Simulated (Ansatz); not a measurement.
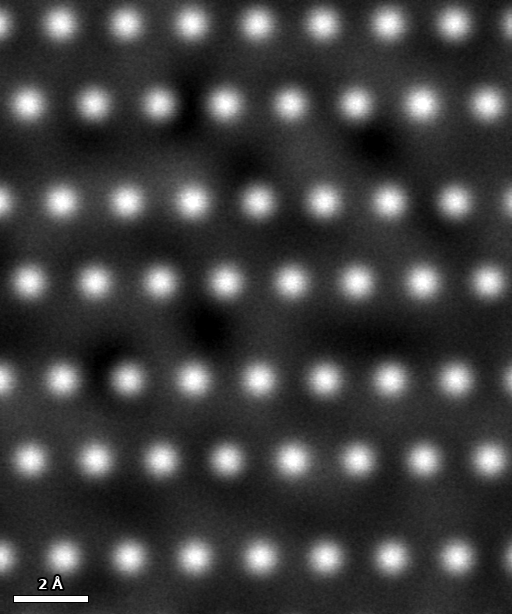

Dark-field STEM-like image of BiN (P4/nmm, No. 129). Simulated incoherent Z contrast: every atom adds Z^1.7 spread by a probe of 0.65 Å full width; channelling and multiple scattering are left out. The probe carries 25 % of its weight in a tail 2.5 times as wide. The display is stretched by a gamma of 0.8; percentages refer to the linear signal. Shot noise, a slight drift and the speckle of an amorphous layer were added. Atomic positions: the geometry relaxed with DFT PBEsol, scalar-relativistic, plane waves, PAW (Ansatz); the starting structure was generated, so it need not be a known form of this composition.

```cif
data_structure
_symmetry_space_group_name_H-M 'P 1'
_symmetry_Int_Tables_number 1
_cell_length_a 4.0099
_cell_length_b 4.0099
_cell_length_c 4.8639
_cell_angle_alpha 90.000
_cell_angle_beta 90.000
_cell_angle_gamma 90.000
_cell_volume 78.21
loop_
_atom_site_label
_atom_site_type_symbol
_atom_site_fract_x
_atom_site_fract_y
_atom_site_fract_z
_atom_site_occupancy
Bi1 Bi 0.50000 0.00000 0.22547 1
Bi2 Bi 0.00000 0.50000 0.77453 1
N1 N 0.00000 0.00000 0.00000 1
N2 N 0.50000 0.50000 0.00000 1
```

Question: Along which zone axis is the crystal seen: [210], [101], [110] or [001]? (Directions equivalent by symmetry count as one.)

Answer: [210]. The projected cells are 1.79 × 4.86 Å, 90° for [210]; 3.09 × 4.01 Å, 90° for [101]; 2.84 × 4.86 Å, 90° for [110]; 2.84 × 2.84 Å, 90° for [001], and the image repeats as the [210] one does.
